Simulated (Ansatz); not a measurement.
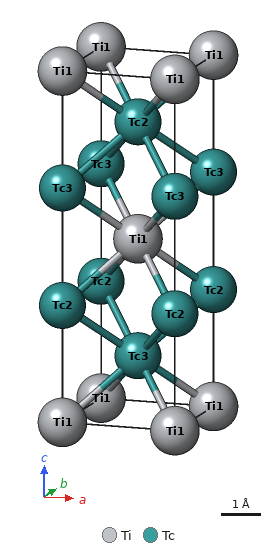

Reference structure: solid TiTc₂ (built on the MoSi2 type). Style: ball-and-stick. Shown: the conventional cell (2 times the calculation's cell), slightly off an axis. Lengths and directions refer to the drawn axes.

All numbers below come from Ansatz 0.2.0, DFT PBEsol, scalar-relativistic, plane waves, PAW. (plane-wave cutoff 600 eV; k-point mesh 14 × 14 × 14; occupations gaussian; smearing width 0.05 eV; no spin polarisation)

Now this is done to it. The volume is changed by −2.0 %. The atoms are relaxed in that cell.

Question: What does the calculation give for the changed structure?

Answer: The volume changes by −2.0 %, with a = b 3.051 → 3.031 Å (−0.7 %), c 9.232 → 9.172 Å (−0.6 %). No atom moves by more than 0.005 Å relative to the cell. Among the bonded contacts that change: Tc–Ti 2.653 → 2.633 Å, Tc–Tc 2.645 → 2.631 Å. The space group stays I4/mmm (No. 139). The energy rises by 4.8 meV per atom. Pressure: 0.1 GPa before, 5.4 GPa after.
